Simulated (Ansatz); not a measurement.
Cu (fcc, Cu type), conventional cell a = b = c = 3.5638 Å, α = β = γ = 90.00°. The calculation uses the primitive cell of 1 atom, to which meshes and values per cell refer.

This relaxed cell (volume V₀) is scaled evenly in all directions, its shape held. Symmetry pins the atoms to their sites.

Method: PBEsol (plane waves to 420 eV, PAW, scalar-relativistic; Ansatz, a first-principles code). k mesh 23×23×23 (Γ-centred), Fermi-Dirac smearing 0.05 eV. E stands for the smeared free energy. Cu is run without spin polarisation. Cu was relaxed with its symmetry unable to fall. The zero of ΔE is the relaxed starting cell.

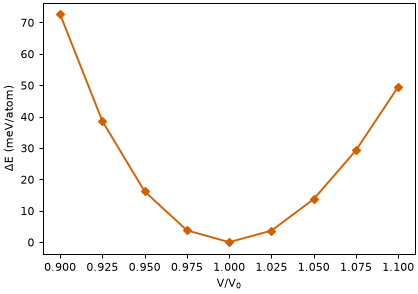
ΔE (meV/atom) against V/V₀; one marker a computed point.

Problem. What is ΔE at V/V₀ = 0.900?

Solution. About 73 meV/atom.

Problem. What is ΔE at V/V₀ = 1.100?

Solution. About 50 meV/atom.

Problem. What bulk modulus B₀ follows from a third-order Birch-Murnaghan fit?

Solution. About 170 GPa.

(A scan under strain: stresses follow from slopes of the energy per volume, elastic moduli from its curvatures.)
